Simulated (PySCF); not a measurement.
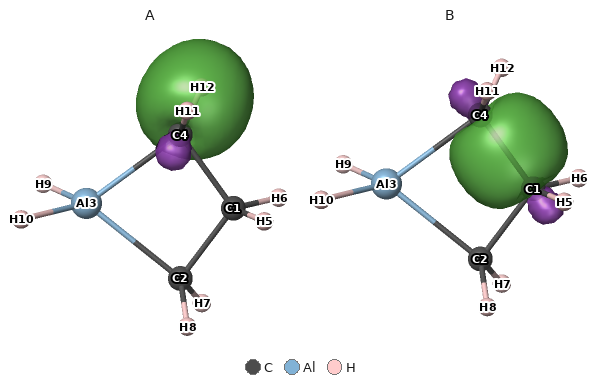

C3H8Al, charge −1, SMILES `C1[CH2][AlH2-][CH2]1`. Pipek–Mezey orbitals, occupied; each surface holds about 80 % of the orbital's density. Energies are diagonal elements of the Fock matrix.

Level of theory: PBE0/6-311+G** (PySCF), at a geometry from GFN2-xTB. No frequency check shows the geometry to be a minimum.

Input script:

```python
import numpy as np
from pyscf import gto, scf, dft, lo
from pyscf.data.elements import chemcore

def solve(mol, dm0=None, hcore=None):
    mf = (dft.UKS if mol.spin else dft.RKS)(mol, xc='pbe0')
    mf.grids.level = 3
    mf = mf.density_fit(auxbasis='def2-universal-jkfit')
    mf.conv_tol, mf.max_cycle = 1e-8, 80
    if hcore is not None:
        mf.get_hcore = lambda *args: hcore
    mf.kernel(dm0)
    if not mf.converged:
        mf = mf.newton().run(mf.mo_coeff, mf.mo_occ, max_cycle=30)
    assert mf.converged, 'SCF not converged'
    return mf

mol = gto.M(atom='''
C      1.33680     0.00009    -0.00041
C      0.42363    -1.26095     0.00011
Al    -1.19317    -0.00004    -0.00009
C      0.42368     1.26092     0.00024
H      1.99375    -0.00005     0.87852
H      1.99369    -0.00005    -0.87825
H      0.66867    -1.89107    -0.87044
H      0.66919    -1.89098     0.87059
H     -2.12795     0.00063    -1.31618
H     -2.12787    -0.00056     1.31669
H      0.66880     1.89103     0.87078
H      0.66827     1.89129    -0.87024
''', basis='6-311+g**', charge=-1, spin=0, verbose=4)
mf = solve(mol)
occ_all = mf.mo_coeff[:, mf.mo_occ > 0]
occ = occ_all[:, chemcore(mol):]
pm = lo.PM(mol, occ, pop_method='meta_lowdin')
loc = pm.kernel()
for _ in range(5):
    new, stable = pm.stability_jacobi(return_status=True)
    if stable:
        break
    loc = pm.kernel(new)
fock, s = mf.get_fock(), mf.get_ovlp()
ortho = lo.orth_ao(mol, 'meta_lowdin')
labels = mol.ao_labels(fmt=None)
vir = loc[:, :0]
both = np.hstack([loc, vir])
p = (ortho.T @ s @ both) ** 2
pop = np.array([p[[l[0] == a for l in labels]].sum(0) for a in range(mol.natm)])
spd = np.array([[p[[l[0] == a and l[2][-1] == k for l in labels]].sum(0) for k in 'spd'] for a in range(mol.natm)])
eps = np.einsum('pi,pq,qi->i', both, fock, both)
for i in np.argsort(eps):
    top = np.argsort(-pop[:, i])[:3]
    print('%3d %s %9.4f Eh ' % (i + 1, 'occ' if i < loc.shape[1] else 'vir', eps[i]), '  '.join('%s%d %.3f' % (mol.atom_symbol(a), a + 1, pop[a, i]) for a in top))
np.savez('result.npz', c=both, nocc=loc.shape[1], pop=pop, spd=spd, eps=eps, e=mf.e_tot)
```

Launched as:

```sh
OMP_NUM_THREADS=1 python input.py
```

The run took 30 s on 1 thread of AMD EPYC (Zen 3), with other jobs on the host, peak memory 0.56 GiB.

Identify each orbital.

By panel:
- A: σ bond C4–H12 (C4 53 %, H12 46 %; −7.9 eV)
- B: σ bond C1–C4 (C1 50 %, C4 49 %; −8.6 eV)

How do all the valence pairs divide up?

12 pairs: 12 σ bonds.
